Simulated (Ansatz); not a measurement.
# SiO2 (P3_121): the host for defect calculations

Aim: the runs on the perfect crystal SiO2 (P3_121) that a defect calculation needs first.

Program: Ansatz 0.2.0. Level of theory: plane-wave PAW DFT, PBE; relaxation of the defect-free supercell from random displacements, a test of the host's stability; PAW set soft_1. Results are calculated unless marked as measured.

**1. The starting structure**

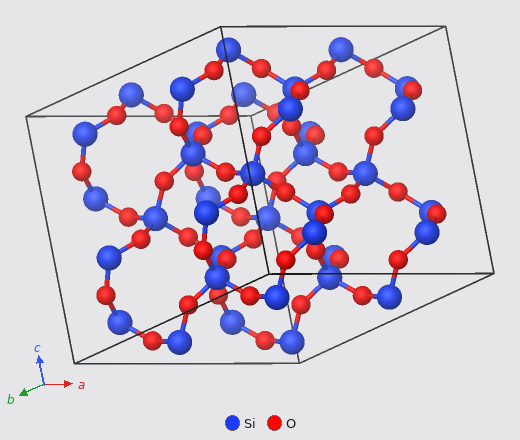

Start, viewed from a free direction; silicon blue, oxygen red. Some periodic images of atoms are drawn too.

The cell holds 72 atoms: 24 Si and 48 O. Cell: a = 10.042 Å, b = 10.042 Å, c = 11.019 Å, α = 90.0°, β = 90.0°, γ = 120.0°.

**2. Defect free supercell relaxed from displaced atoms**

The input displaces the atoms at random before the relaxation, so that it can leave a symmetric saddle if there is one.

Contents of pristine.rattled/input.yaml:

```yaml
crystal:
  lattice:
    - [10.0416120683, 0.0, 0.0]
    - [-5.0208060341, 8.6962911461, 0.0]
    - [0.0, 0.0, 11.0185003505]
  atoms:
    - { symbol: Si, position: [0.2617646084, 0.2617646084, 0.0] }
    - { symbol: Si, position: [0.0, 0.2382353916, 0.3333333334] }
    - { symbol: Si, position: [0.2382353916, 0.0, 0.1666666666] }
    - { symbol: O, position: [0.1279373961, 0.207223984, 0.3972350946] }
    - { symbol: O, position: [0.292776016, 0.4207134121, 0.0639017612] }
    - { symbol: O, position: [0.0792865879, 0.3720626039, 0.2305684279] }
    - { symbol: O, position: [0.207223984, 0.1279373961, 0.1027649054] }
    - { symbol: O, position: [0.3720626039, 0.0792865879, 0.2694315721] }
    - { symbol: O, position: [0.4207134121, 0.292776016, 0.4360982388] }
    - { symbol: Si, position: [0.2617646084, 0.2617646084, 0.5] }
    - { symbol: Si, position: [0.0, 0.2382353916, 0.8333333333] }
    - { symbol: Si, position: [0.2382353916, 0.0, 0.6666666666] }
    - { symbol: O, position: [0.1279373961, 0.207223984, 0.8972350946] }
    - { symbol: O, position: [0.292776016, 0.4207134121, 0.5639017612] }
    - { symbol: O, position: [0.0792865879, 0.3720626039, 0.7305684279] }
    - { symbol: O, position: [0.207223984, 0.1279373961, 0.6027649054] }
    - { symbol: O, position: [0.3720626039, 0.0792865879, 0.7694315721] }
    - { symbol: O, position: [0.4207134121, 0.292776016, 0.9360982388] }
    - { symbol: Si, position: [0.2617646084, 0.7617646084, 0.0] }
    - { symbol: Si, position: [0.0, 0.7382353916, 0.3333333334] }
    - { symbol: Si, position: [0.2382353916, 0.5, 0.1666666666] }
    - { symbol: O, position: [0.1279373961, 0.707223984, 0.3972350946] }
    - { symbol: O, position: [0.292776016, 0.9207134121, 0.0639017612] }
    - { symbol: O, position: [0.0792865879, 0.8720626039, 0.2305684279] }
    - { symbol: O, position: [0.207223984, 0.6279373961, 0.1027649054] }
    - { symbol: O, position: [0.3720626039, 0.5792865879, 0.2694315721] }
    - { symbol: O, position: [0.4207134121, 0.792776016, 0.4360982388] }
    - { symbol: Si, position: [0.2617646084, 0.7617646084, 0.5] }
    - { symbol: Si, position: [0.0, 0.7382353916, 0.8333333333] }
    - { symbol: Si, position: [0.2382353916, 0.5, 0.6666666666] }
    - { symbol: O, position: [0.1279373961, 0.707223984, 0.8972350946] }
    - { symbol: O, position: [0.292776016, 0.9207134121, 0.5639017612] }
    - { symbol: O, position: [0.0792865879, 0.8720626039, 0.7305684279] }
    - { symbol: O, position: [0.207223984, 0.6279373961, 0.6027649054] }
    - { symbol: O, position: [0.3720626039, 0.5792865879, 0.7694315721] }
    - { symbol: O, position: [0.4207134121, 0.792776016, 0.9360982388] }
    - { symbol: Si, position: [0.7617646084, 0.2617646084, 0.0] }
    - { symbol: Si, position: [0.5, 0.2382353916, 0.3333333334] }
    - { symbol: Si, position: [0.7382353916, 0.0, 0.1666666666] }
    - { symbol: O, position: [0.6279373961, 0.207223984, 0.3972350946] }
    - { symbol: O, position: [0.792776016, 0.4207134121, 0.0639017612] }
    - { symbol: O, position: [0.5792865879, 0.3720626039, 0.2305684279] }
    - { symbol: O, position: [0.707223984, 0.1279373961, 0.1027649054] }
    - { symbol: O, position: [0.8720626039, 0.0792865879, 0.2694315721] }
    - { symbol: O, position: [0.9207134121, 0.292776016, 0.4360982388] }
    - { symbol: Si, position: [0.7617646084, 0.2617646084, 0.5] }
    - { symbol: Si, position: [0.5, 0.2382353916, 0.8333333333] }
    - { symbol: Si, position: [0.7382353916, 0.0, 0.6666666666] }
    - { symbol: O, position: [0.6279373961, 0.207223984, 0.8972350946] }
    - { symbol: O, position: [0.792776016, 0.4207134121, 0.5639017612] }
    - { symbol: O, position: [0.5792865879, 0.3720626039, 0.7305684279] }
    - { symbol: O, position: [0.707223984, 0.1279373961, 0.6027649054] }
    - { symbol: O, position: [0.8720626039, 0.0792865879, 0.7694315721] }
    - { symbol: O, position: [0.9207134121, 0.292776016, 0.9360982388] }
    - { symbol: Si, position: [0.7617646084, 0.7617646084, 0.0] }
    - { symbol: Si, position: [0.5, 0.7382353916, 0.3333333334] }
    - { symbol: Si, position: [0.7382353916, 0.5, 0.1666666666] }
    - { symbol: O, position: [0.6279373961, 0.707223984, 0.3972350946] }
    - { symbol: O, position: [0.792776016, 0.9207134121, 0.0639017612] }
    - { symbol: O, position: [0.5792865879, 0.8720626039, 0.2305684279] }
    - { symbol: O, position: [0.707223984, 0.6279373961, 0.1027649054] }
    - { symbol: O, position: [0.8720626039, 0.5792865879, 0.2694315721] }
    - { symbol: O, position: [0.9207134121, 0.792776016, 0.4360982388] }
    - { symbol: Si, position: [0.7617646084, 0.7617646084, 0.5] }
    - { symbol: Si, position: [0.5, 0.7382353916, 0.8333333333] }
    - { symbol: Si, position: [0.7382353916, 0.5, 0.6666666666] }
    - { symbol: O, position: [0.6279373961, 0.707223984, 0.8972350946] }
    - { symbol: O, position: [0.792776016, 0.9207134121, 0.5639017612] }
    - { symbol: O, position: [0.5792865879, 0.8720626039, 0.7305684279] }
    - { symbol: O, position: [0.707223984, 0.6279373961, 0.6027649054] }
    - { symbol: O, position: [0.8720626039, 0.5792865879, 0.7694315721] }
    - { symbol: O, position: [0.9207134121, 0.792776016, 0.9360982388] }
basis:
  ecutwfc: 420
  xc_grid: 2
hamiltonian:
  xc: pbe
  pseudopotentials: { kind: paw, azcp: { folder: soft_1 } }
kpoints:
  mp_grid: { grid: [1, 1, 1] }
scf:
  occupations: { method: fermi_dirac, width: 0.01 }
  max_iter: 100
  lower_state_search: "off"
output:
  forces: true
relax:
  f_tol: 0.015
  max_steps: 120
  random_displacement: { amplitude: 0.06, seed: 4936 }
checkpoint:
  write: "../pristine.rattled.run"
  compress: false
  write_wavefunctions: false
  write_every: 100000
```

Run with:

```
ansatz run input.yaml --threads 8 --pin off --max-ram 15073MiB --backend cpu --events-out ev --progress --plain --runs-dir out
```

Numbers of over 12 decimals in the logs are rounded to 6 here.

Output:

```text
[... repeated set-up lines and file paths are left out, and long positions are rounded to six places ...]
Engine: ansatz 0.2.0, x86_64-unknown-linux-gnu
Pseudopotentials: kind: paw
Pseudopotential: Si, paw, valence charge 4, recommended cutoff 420 eV (normal), soft_1/Si.paw.azcp
Pseudopotential: O, paw, valence charge 6, recommended cutoff 420 eV (normal), soft_1/O.paw.azcp
Functional definition: PBE
  parameter kappa = 0.804
  parameter beta = 0.066725
  exchange = pbe_x(kappa = kappa, mu = beta*pi^2/3)
  correlation = pbe_c(beta = beta)
Crystal: 72 atoms, lattice volume = 962.188 Å³
Basis set: ecut = 420 eV, 18793 PW (Γ), exchange–correlation on 144×144×150 points (8 copies of the dense FFT grid, shifted against one another)
Bands: 264, of which v1, the nominal top of the filled ones, is band 192 counted from 1 (191 counted from 0)
Symmetry: 1 space group operations
k-points: 1
Non-local potential: Si, projectors of the file, l = 0: 2, l = 1: 2, l = 2: 1
Non-local potential: O, projectors of the file, l = 0: 2, l = 1: 2, l = 2: 1
PAW form: soft (Blöchl's): semilocal exchange-correlation on the pseudo side does not see the compensation charge
PAW one-centre angular grid: Si, 110 points (default); XC on 64 Gauss nodes
PAW one-centre angular grid: O, 110 points (default); XC on 64 Gauss nodes
Initial density: superposition of atomic densities (chi_scale 0.1, normalization cell, long waves kept (reshape's long-wave potential 0.05 eV rms))
Initial wavefunctions: pseudopotential atomic-orbital guess
Functional: x = pbe(κ = 0.804, μ = 0.219515), c = pbe(β = 0.066725)
SCF iter   1: F=—  HF=-42614.504829 eV  |F-HF|=—  |Δ(HF+E_count)|=         —  Δρ=1.29e-1  dr2=1.46e2  ethr=3.10e-3  ⟨swp⟩=6.0  Hψ=1176  notcnv=0  defer=34
preconditioner: auto → Resta (q_TF=auto, 2.341 Å⁻¹)  ε∞=2.7  [insulator: Δε(μ)=6.817 eV  Ē_g=17.805 eV  σ=0.010 eV  W_gap=1.00  n_scr=212 (ndim 8)  ℏωp=23.5 eV  f_vac=0.013  D(μ)=0.00/eV (n_scr^D=0)  ε∞_Penn≈2.7]
SCF iter   2: F=—  HF=-42574.521280 eV  |F-HF|=—  |Δ(HF+E_count)|=    4.00e1  Δρ=4.34e-2  dr2=7.53e0  ethr=3.10e-3  ⟨swp⟩=3.0  Hψ=637  notcnv=0  defer=66
SCF iter   3: F=—  HF=-42573.927147 eV  |F-HF|=—  |Δ(HF+E_count)|=   5.94e-1  Δρ=2.15e-2  dr2=2.44e0  ethr=1.96e-3  ⟨swp⟩=2.0  Hψ=204  notcnv=0  defer=66
SCF iter   4: F=—  HF=-42574.074655 eV  |F-HF|=—  |Δ(HF+E_count)|=   1.48e-1  Δρ=2.99e-3  dr2=6.64e-2  ethr=6.36e-4  ⟨swp⟩=4.0  Hψ=397  notcnv=0  defer=66
SCF iter   5: F=—  HF=-42574.090514 eV  |F-HF|=—  |Δ(HF+E_count)|=   1.59e-2  Δρ=1.41e-3  dr2=1.47e-2  ethr=1.73e-5  ⟨swp⟩=3.0  Hψ=508  notcnv=0  defer=66
SCF iter   6: F=—  HF=-42574.099169 eV  |F-HF|=—  |Δ(HF+E_count)|=   8.66e-3  Δρ=3.86e-4  dr2=1.39e-3  ethr=3.84e-6  ⟨swp⟩=3.0  Hψ=353  notcnv=0  defer=66
SCF iter   7: F=—  HF=-42574.100268 eV  |F-HF|=—  |Δ(HF+E_count)|=   1.10e-3  Δρ=1.44e-4  dr2=1.85e-4  ethr=3.63e-7  ⟨swp⟩=2.0  Hψ=396  notcnv=0  defer=66
SCF iter   8: F=—  HF=-42574.100367 eV  |F-HF|=—  |Δ(HF+E_count)|=   1.00e-4  Δρ=5.88e-5  dr2=2.94e-5  ethr=4.81e-8  ⟨swp⟩=2.0  Hψ=390  notcnv=0  defer=66
SCF iter   9: F=-42574.100384 eV  HF=-42574.100383 eV  |F-HF|=5.33e-7  |Δ(HF+E_count)|=   1.55e-5  Δρ=9.27e-6  dr2=6.40e-7  ethr=1.46e-9  ⟨swp⟩=5.0  Hψ=982  notcnv=0
SCF 1 converged in 9 iterations: F = -42574.100384 eV  dr2 = 6.40e-7
  greatest PAW one-centre occupation: 0.865 electrons in one spin orbital (limit 2), on the O atom at site 50 (counted from 0), in its partial waves of l = 0
relax step   1: F+E_penalty+E_count = -42574.10038355 eV  Δ(F+E_penalty+E_count) = +0.000e0 eV  max|allowed force component| = 4.559e0 eV/Å  Δτ_max = 0.0000 Å  (9 SCF iters, dr2 threshold 5.63e-6 eV, accepted)
[...]
relax step   2: F+E_penalty+E_count = -42576.41379723 eV  Δ(F+E_penalty+E_count) = -2.313e0 eV  max|allowed force component| = 2.760e0 eV/Å  Δτ_max = 0.0408 Å  (5 SCF iters, dr2 threshold 1.00e-4 eV, accepted)
relax step   3: F+E_penalty+E_count = -42578.07547314 eV  Δ(F+E_penalty+E_count) = -1.662e0 eV  max|allowed force component| = 7.491e-2 eV/Å  Δτ_max = 0.0736 Å  (6 SCF iters, dr2 threshold 1.00e-4 eV, accepted)
relax step   4: F+E_penalty+E_count = -42578.07990078 eV  Δ(F+E_penalty+E_count) = -4.428e-3 eV  max|allowed force component| = 2.631e-3 eV/Å  Δτ_max = 0.0230 Å  (7 SCF iters, dr2 threshold 3.51e-7 eV, accepted)
[...]
relax step   5: F+E_penalty+E_count = -42578.07990082 eV  Δ(F+E_penalty+E_count) = -3.607e-8 eV  max|allowed force component| = 2.622e-3 eV/Å  Δτ_max = 0.0000 Å  (2 SCF iters, accepted)
SCF converged after 2 iterations
Free energy (F): -42578.079901 eV
Harris-Foulkes:  -42578.079901 eV  (|F-HF|=3.05e-8)
Internal energy: -42578.079901 eV  (E = F + TS)
E sigma→0 (E₀):  -42578.079901 eV
Fermi energy:    4.806721 eV
--- Per-component energies (eV) ---
  E_band       = -1840.404540
  E_kinetic    = 9306.573947
  E_local      = -24265.589199  (includes V_loc(G=0)·N_el)
  E_nonlocal   = 3032.911532
  E_hartree    = 8918.846333
  E_xc         = -4815.347004
  E_vxc        = -5563.785798  (∫ρ·V_xc dr)
  E_paw        = -20143.352286  (= ΣΔE_a)
  E_vpaw       = -2188.248259  (= ΣTr[D̂ρ^β])
  E_aug_tail   = 0.040180  (compensation charges beyond the density's cutoff)
  E_ewald      = -14612.163403
  E_smearing   = -0.000000  (= −TS)
  E_closure    = 0.000000  (closes the sum)
  Σ components = -42578.079901   (vs F -42578.079901, Δ=0.00e0)
--- Forces (eV/Å), atoms counted from 1 ---
  atom   1  Si    -0.00105109     0.00084003     0.00036660
  atom   2  Si     0.00037746    -0.00093316    -0.00171442
  atom   3  Si    -0.00023683    -0.00072734     0.00085308
  atom   4  O      0.00067202     0.00081443    -0.00018768
  atom   5  O      0.00079539     0.00064472     0.00006157
  atom   6  O      0.00027781     0.00134026     0.00032205
  atom   7  O     -0.00122963     0.00018591     0.00123710
  atom   8  O      0.00001932     0.00011745    -0.00076251
  atom   9  O      0.00022922     0.00005019     0.00037646
  atom  10  Si    -0.00022108    -0.00167417     0.00085458
  atom  11  Si     0.00030297     0.00091967     0.00041430
  atom  12  Si    -0.00017265     0.00001130    -0.00206984
  atom  13  O     -0.00096913    -0.00057033    -0.00024526
  atom  14  O      0.00060328     0.00000334     0.00130872
  atom  15  O     -0.00101141     0.00017308    -0.00050198
  atom  16  O     -0.00208210    -0.00229470     0.00030218
  atom  17  O      0.00099807     0.00018780    -0.00080360
  atom  18  O      0.00002552    -0.00141089    -0.00049762
  atom  19  Si     0.00052981    -0.00021176    -0.00019257
  atom  20  Si     0.00050765    -0.00086528     0.00102558
  atom  21  Si     0.00120820     0.00158598    -0.00082367
  atom  22  O     -0.00066076    -0.00193999     0.00018626
  atom  23  O      0.00012174     0.00017011    -0.00243297
  atom  24  O      0.00070796    -0.00115945    -0.00123364
[...]
atom  65  Si     0.00005251     0.00048860    -0.00075322
  atom  66  Si     0.00131711    -0.00012077    -0.00074696
  atom  67  O      0.00005856    -0.00077957    -0.00001528
  atom  68  O      0.00044149     0.00080131    -0.00050016
  atom  69  O     -0.00054957     0.00081993     0.00078340
  atom  70  O      0.00093326     0.00105650     0.00176027
  atom  71  O      0.00136882    -0.00110075     0.00048424
  atom  72  O      0.00018866    -0.00090528    -0.00031434
  max |Σ_I F_I| component: 2.89e-5 eV/Å
--- Relaxed structure (5 steps of the walk, 5 accepted, 0 SCFs on fresh bases) ---
  F+E_penalty+E_count = -42578.07990082 eV   max|allowed force component| = 2.622e-3 eV/Å
  atoms:
    - { symbol: Si, position: [0.261524, 0.261311, 0.000398] }
    - { symbol: Si, position: [-0.000603, 0.237710, 0.333829] }
    - { symbol: Si, position: [0.237984, -0.000426, 0.167164] }
    - { symbol: O, position: [0.127079, 0.206464, 0.397885] }
    - { symbol: O, position: [0.292450, 0.420049, 0.064587] }
    - { symbol: O, position: [0.078738, 0.371603, 0.231139] }
    - { symbol: O, position: [0.206851, 0.127189, 0.102883] }
    - { symbol: O, position: [0.371951, 0.079011, 0.269785] }
    - { symbol: O, position: [0.420276, 0.293029, 0.435959] }
    - { symbol: Si, position: [0.261431, 0.261616, 0.500251] }
    - { symbol: Si, position: [-0.000153, 0.237761, 0.833636] }
    - { symbol: Si, position: [0.238139, -4.558698343949944e-6, 0.667191] }
    - { symbol: O, position: [0.127728, 0.206750, 0.897612] }
    - { symbol: O, position: [0.292442, 0.420589, 0.564077] }
    - { symbol: O, position: [0.079065, 0.371802, 0.731038] }
    - { symbol: O, position: [0.207400, 0.127982, 0.603101] }
    - { symbol: O, position: [0.371992, 0.079087, 0.769942] }
    - { symbol: O, position: [0.420634, 0.292778, 0.936535] }
    - { symbol: Si, position: [0.261008, 0.761076, 0.000377] }
    - { symbol: Si, position: [-0.000410, 0.738050, 0.333784] }
    - { symbol: Si, position: [0.237549, 0.499382, 0.167018] }
    - { symbol: O, position: [0.127336, 0.706986, 0.397927] }
    - { symbol: O, position: [0.292524, 0.919897, 0.064773] }
    - { symbol: O, position: [0.078977, 0.872145, 0.231266] }
    - { symbol: O, position: [0.205962, 0.626682, 0.102685] }
    - { symbol: O, position: [0.371481, 0.579177, 0.269627] }
    - { symbol: O, position: [0.420122, 0.792536, 0.436551] }
    - { symbol: Si, position: [0.261244, 0.761468, 0.500583] }
    - { symbol: Si, position: [-0.000407, 0.738408, 0.833652] }
    - { symbol: Si, position: [0.237873, 0.499692, 0.666967] }
    - { symbol: O, position: [0.127241, 0.707080, 0.897647] }
    - { symbol: O, position: [0.292601, 0.920436, 0.564620] }
    - { symbol: O, position: [0.079014, 0.872486, 0.731106] }
    - { symbol: O, position: [0.206534, 0.627487, 0.603227] }
    - { symbol: O, position: [0.371937, 0.578951, 0.769538] }
    - { symbol: O, position: [0.419907, 0.792168, 0.936382] }
    - { symbol: Si, position: [0.761615, 0.261329, 0.000363] }
    - { symbol: Si, position: [0.499712, 0.237981, 0.333723] }
    - { symbol: Si, position: [0.737688, -0.000457, 0.167171] }
[...]
- { symbol: Si, position: [0.761263, 0.261268, 0.500632] }
    - { symbol: Si, position: [0.499842, 0.238054, 0.833847] }
    - { symbol: Si, position: [0.737927, -0.000481, 0.667172] }
[...]
- { symbol: Si, position: [0.761168, 0.761221, 0.000438] }
    - { symbol: Si, position: [0.499297, 0.737982, 0.333722] }
    - { symbol: Si, position: [0.738279, 0.499572, 0.166949] }
[...]
- { symbol: O, position: [0.872160, 0.579098, 0.269621] }
    - { symbol: O, position: [0.919927, 0.792413, 0.436323] }
    - { symbol: Si, position: [0.760927, 0.761127, 0.500242] }
    - { symbol: Si, position: [0.499487, 0.737783, 0.833786] }
    - { symbol: Si, position: [0.737853, 0.499715, 0.667020] }
    - { symbol: O, position: [0.627119, 0.706500, 0.897872] }
    - { symbol: O, position: [0.792138, 0.919969, 0.564413] }
    - { symbol: O, position: [0.579050, 0.871984, 0.731358] }
    - { symbol: O, position: [0.706166, 0.626954, 0.602706] }
    - { symbol: O, position: [0.871854, 0.579568, 0.769553] }
    - { symbol: O, position: [0.920217, 0.792936, 0.936323] }
```

Wall time 16 s (8 threads of Intel Xeon Platinum 8488C (Sapphire Rapids), shared host); peak memory 1.1 GiB.

Step by step:

```csv
step,energy less that of the first step (eV),largest force component (eV/Å)
1,0.0000,4.5591
2,-2.3134,2.7604
3,-3.9751,0.0749
4,-3.9795,0.0026
5,-3.9795,0.0026
```

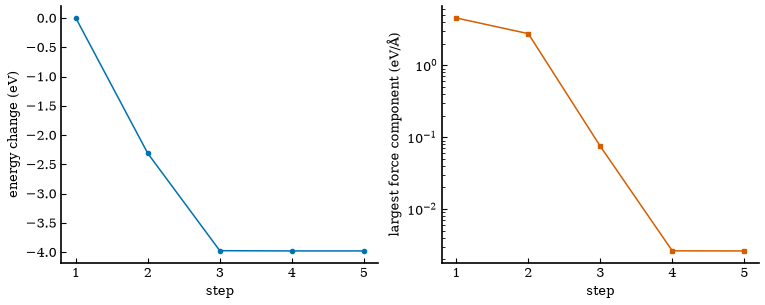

Energy and largest force along the relaxation.

The atoms that moved most (Å, from the sites as typed, ahead of the random displacement, the mean shift of all atoms taken out):

```csv
atom,dx,dy,dz,length
O25,-0.004,-0.008,-0.005,0.010
O9,-0.003,0.005,-0.006,0.009
O70,-0.003,-0.005,-0.005,0.008
O33,-0.003,0.007,0.001,0.008
O23,0.004,-0.004,0.005,0.007
O41,0.007,0.000,0.000,0.007
O40,-0.003,-0.002,0.006,0.007
O53,0.006,-0.001,-0.003,0.007
```

The relaxation ends 55 meV an atom lower than the displaced start, with a largest force component of 0.0026 eV/Å.

**3. Results**

```
symmetric supercell less the displaced and relaxed one : 0.000 eV
```

What this shows: The energy fell by 3.980 eV from the randomly displaced start; against the sites as typed, O25 ends farthest off, by 0.01 Å, once the mean shift is taken out. The displaced cell ends within 0.01 eV of the symmetric one, so no lower structure shows in this supercell. All at zero temperature.

[Logs are printed without paths, hosts, clocks, repeated set-up lines and the standing remarks that a program may print on its own settings, such as how far it seeks lower states.]

[Hosts, paths, dates, database ids (printed as entryN), source tags and the programs' standing remarks are cut or masked in the printed files.]

[Runs of the host that timed out are not shown.]

[For some hosts the program warned that the k-mesh of the response run may be too coarse for force constants and the static dielectric constant; such warnings are not always shown.]
